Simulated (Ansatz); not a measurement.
# C$_{2}$H$_{6}$AlFSi (SMILES C/[SiH]=[CH]\[AlH][F]): what the fields show

Input file:

```
crystal:
  periodic: [false, false, false]
  atoms:
    - {symbol: C, position_ang: [-1.355816, -0.624524, -0.978200]}
    - {symbol: C, position_ang: [0.505526, 1.847812, -0.267973]}
    - {symbol: Al, position_ang: [0.043235, 1.829662, 1.578510]}
    - {symbol: F, position_ang: [-1.040914, 0.662510, 2.092305]}
    - {symbol: Si, position_ang: [-0.135892, 0.731949, -1.408544]}
    - {symbol: H, position_ang: [-1.578880, -0.581917, 0.091924]}
    - {symbol: H, position_ang: [-0.947002, -1.612905, -1.218779]}
    - {symbol: H, position_ang: [-2.288728, -0.508922, -1.542321]}
    - {symbol: H, position_ang: [0.239562, 0.764166, -2.848834]}
    - {symbol: H, position_ang: [1.209570, 2.594727, -0.638525]}
    - {symbol: H, position_ang: [0.577885, 2.810785, 2.701308]}
basis:
  gaussian:
    orbitals: def2-TZVPD
hamiltonian:
  xc: pbe0
output: {forces: true, orbitals: {seedname: orbitals}}
```

Run with:

```sh
ansatz run input.yaml --threads 2 --pin off --max-ram 4350MiB --events-out events.jsonl --progress --plain --runs-dir runs
```

Geometry: B3LYP/6-31G*.

Method: Ansatz 0.2.0, isolated molecule in a Gaussian basis; Kohn-Sham density functional theory, functional PBE0.

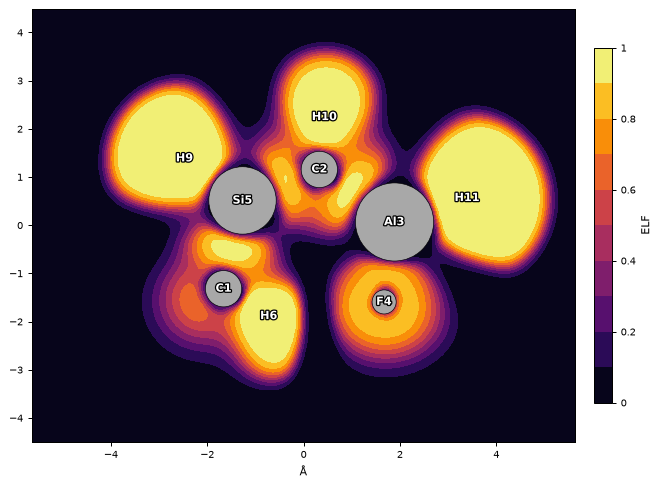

Figure 1. ELF on the plane of atoms C2, Si5 and H9. Grey discs cover the atomic cores.

> Read the bonding off the picture.

Atoms in the plane: C, Al, F, Si and H.
Al–F (1.67 Å): the ELF peaks at about 0.85 in the valence shell of F, 0.6 Å from its nucleus, and is about 0.35 at the midpoint.
C–Si (1.72 Å): the ELF peaks at about 0.90 between the atoms: localised, covalent bonding.
C–Al (1.90 Å): the ELF peaks at about 0.95 in the valence shell of C, 0.7 Å from its nucleus, and is about 0.80 at the midpoint.
C–H (1.09 Å): the ELF climbs to about 1 towards the hydrogen, as it does in any bond to H: a covalent bond by its length.
C–Si (1.87 Å): the ELF peaks at about 0.95 between the atoms; a covalent bond.
The ELF also peaks beside F4, away from the bonds: lone-pair regions.

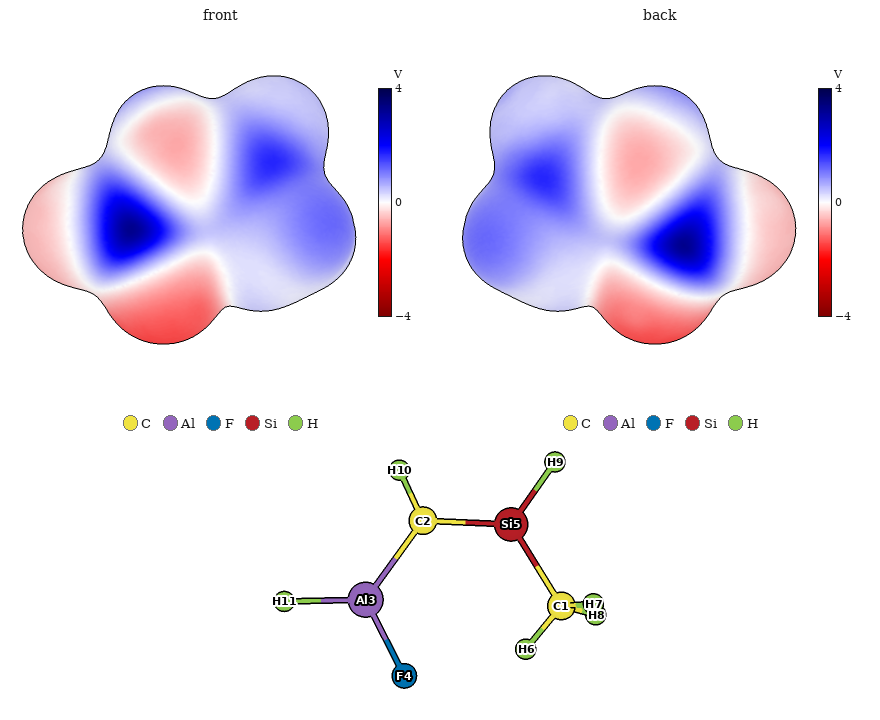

Figure 2. The molecular electrostatic potential painted on the density surface at 0.002 e/bohr³, seen from the front and from behind; the colour scale runs from red (negative) to blue (positive). The bare structure is drawn below in the same view.

> Which sites attract a positive test charge, and which a negative one?

A positive charge is drawn to the negative regions and a negative charge to the positive ones. The most negative region (about −1.4 V, or −32 kcal/mol for a unit charge) lies over F4, the most positive (about +3.1 V, or +71 kcal/mol for a unit charge) over Al3.

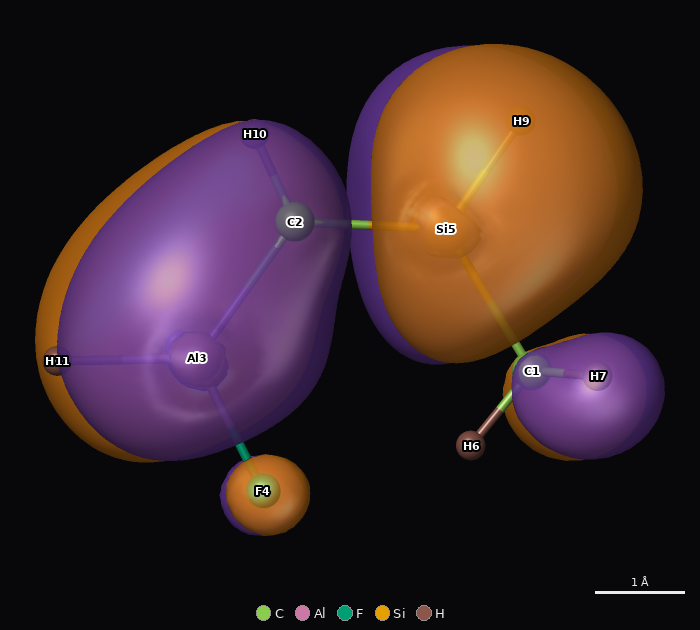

Figure 3. The LUMO at ±0.05 Å⁻³ᐟ² (orange and purple are the two phases), seen across its widest extent.

> Describe this orbital and give its energy.

Its weight (Hirshfeld) is mainly on Si5 (about 45 %), Al3 (about 25 %) and C2 (about 15 %). Its energy is −1.61 eV.
